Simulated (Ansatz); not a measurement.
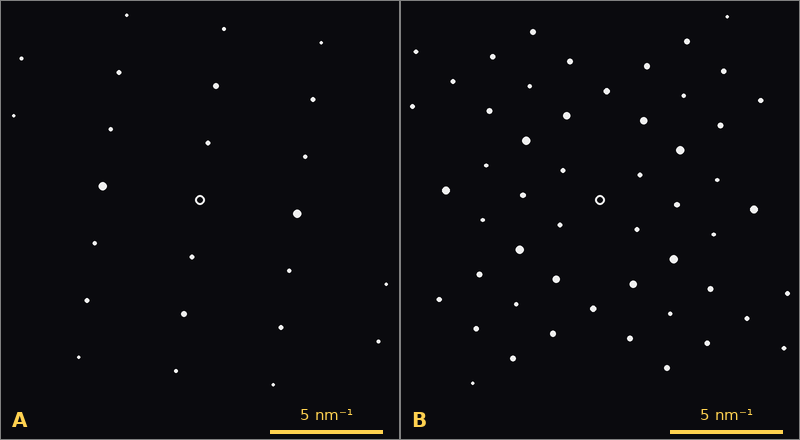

Kinematic electron diffraction patterns (200 kV, B = 0.5 Å², same scale, each along a low-index zone) of two structures of composition Cd2As, each relaxed at zero pressure with Ansatz 0.2.0, DFT PBE, scalar-relativistic, plane waves, PAW.

The structures (standard cells):
1. I4/mmm (No. 139), a = 4.527 Å, c = 7.389 Å, 6 atoms; generated start, possibly hypothetical
2. Fd-3m (No. 227), a = 8.148 Å, 24 atoms; generated start, possibly hypothetical

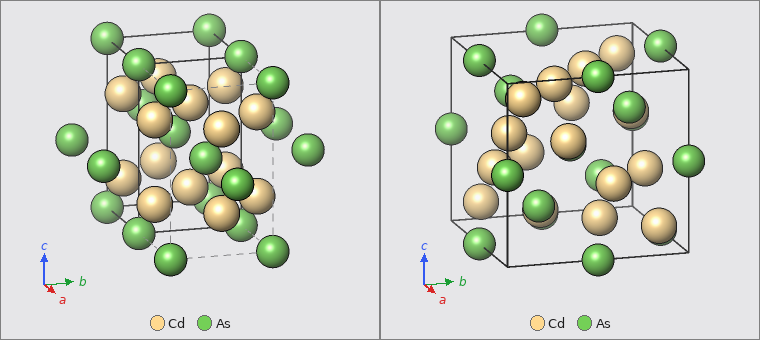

Drawings of the structures 1 to 2, from left to right (each may span several cells).

> Which pattern belongs to which structure, and along which zone?

A is structure 1 along [101] or an equivalent direction: rectangular net of 1 0 -1 at d = 3.86 Å and 0 2 0 at d = 2.26 Å, 90.0° apart. B is structure 2 along [110] or an equivalent direction: centred rectangular net of -1 1 -1 at d = 4.70 Å and -1 1 1 at d = 4.70 Å, 70.5° apart (some points of this net are extinct or too weak to see).

> Which structure lies lowest at this level of theory, and by how much?

Structure 1 (I4/mmm, 25.24 Å³ an atom) is the lowest of these; structure 2 (Fd-3m, 22.54 Å³ an atom) lies about 310 meV an atom higher. These are static energies at 0 K; other structures, not shown, may lie lower still.
